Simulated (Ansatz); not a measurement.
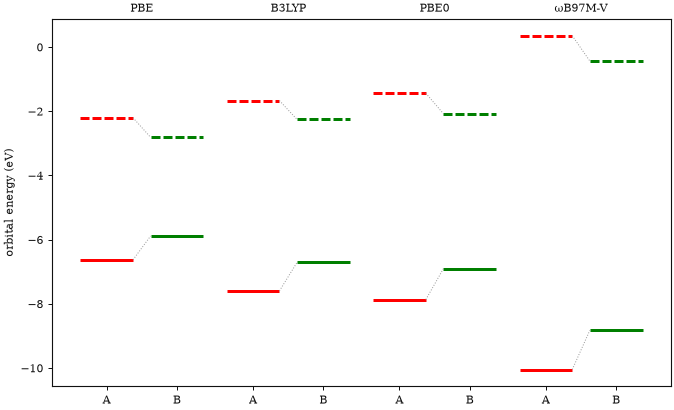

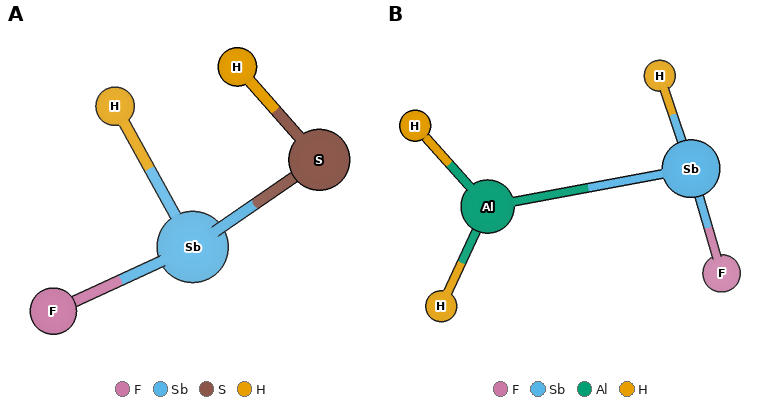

One change: A, SbH₂SF (SMILES [F][SbH][SH]), becomes B, AlSbH₃F (SMILES [F][SbH][AlH2]). SH on Sb is replaced by AlH₂. HOMO (solid) and LUMO (dashed) computed in def2-TZVPP at PBE0-D4/def2-TZVP geometries, both minima by their frequencies, gas phase, the Ansatz code 0.2.0. Empty levels above zero depend strongly on the basis.

> What does the change do to HOMO and LUMO?

PBE: the HOMO rises by 0.74 eV, the LUMO falls by 0.61 eV, and the separation goes from 4.43 to 3.07 eV. B3LYP: the HOMO rises by 0.89 eV, the LUMO falls by 0.59 eV, and the separation goes from 5.93 to 4.46 eV. PBE0: the HOMO rises by 0.96 eV, the LUMO falls by 0.64 eV, and the separation goes from 6.43 to 4.83 eV. ωB97M-V: the HOMO rises by 1.22 eV, the LUMO falls by 0.79 eV, and the separation goes from 10.40 to 8.39 eV.

> Do the functionals agree on the effect?

They agree on the direction for both levels; the HOMO shift lies between 0.74 and 1.22 eV and the LUMO shift between −0.79 and −0.59 eV, while the separations themselves differ by up to 6.0 eV between functionals.

Caveats: core potentials past krypton; spin-orbit coupling is left out, and with Sb it can shift these values.
